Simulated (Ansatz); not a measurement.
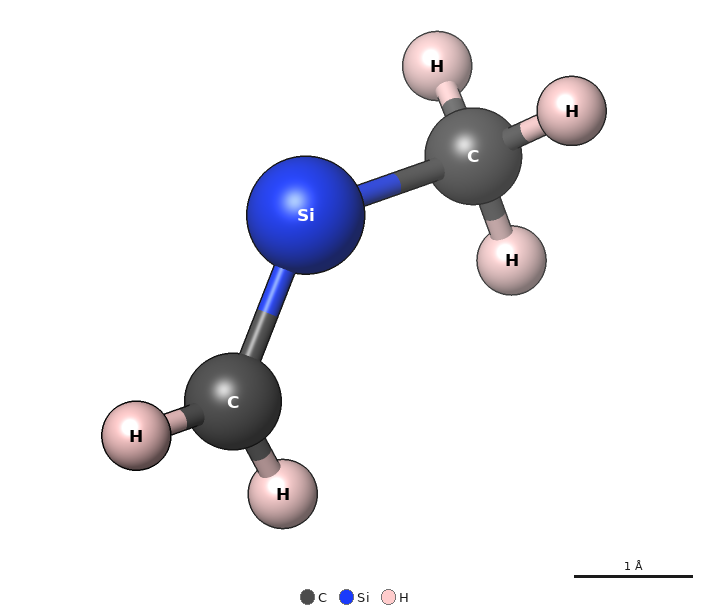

Depth is shown by fading: the farther an atom, the more it takes the colour of the background. The species is neutral and a spin doublet. The geometry was computed by an optimisation with PBE0-D4/def2-TZVP. No frequency run is at hand to confirm it as a minimum. Masses are those of the most abundant isotopes; constants are for the rigid equilibrium geometry.

**What kind of rotor is it, and what are its rotational constants in GHz?**

An asymmetric top (Cs): A = 32.5, B = 6.17, C = 5.36 GHz. Ray's parameter κ is −0.94, close to the prolate limit.
